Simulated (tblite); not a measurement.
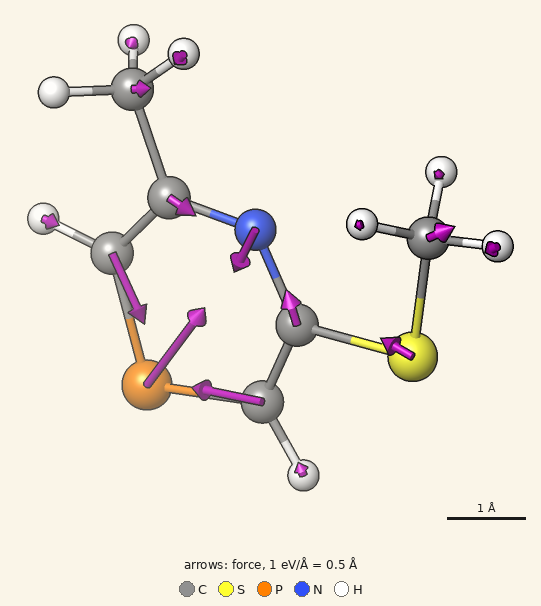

Starting geometry of C$_{6}$H$_{8}$NPS with the computed forces as purple arrows. The picture is a ball-and-stick view, seen at a tilt.

Theory: GFN2-xTB geometry optimisation, gas phase (tblite). 

Question: Is this structure relaxed? If not, where do the atoms go?

Answer: It isn't relaxed: the largest force vector, on the P atom, is 3.40 eV/Å. The final displacements follow the starting forces only in part (cosine between the two patterns 0.56). The energy falls by 46.5 kJ/mol in 35 geometry steps. The largest moves after the best rigid fit, 0.099 Å, are those of H atoms. Largest moves by element: H 0.099 Å, P 0.097 Å, C 0.086 Å, S 0.077 Å, N 0.018 Å. Some distances before and after: C–P 1.848 → 1.727 Å, C–S 1.824 → 1.765 Å, C–N 1.357 → 1.324 Å, C–C 1.514 → 1.500 Å. Among the angles between lasting bonds that change: C–C–H 121.6° → 118.2°, P–C–H 116.1° → 119.0°, H–C–H 108.1° → 110.9°.
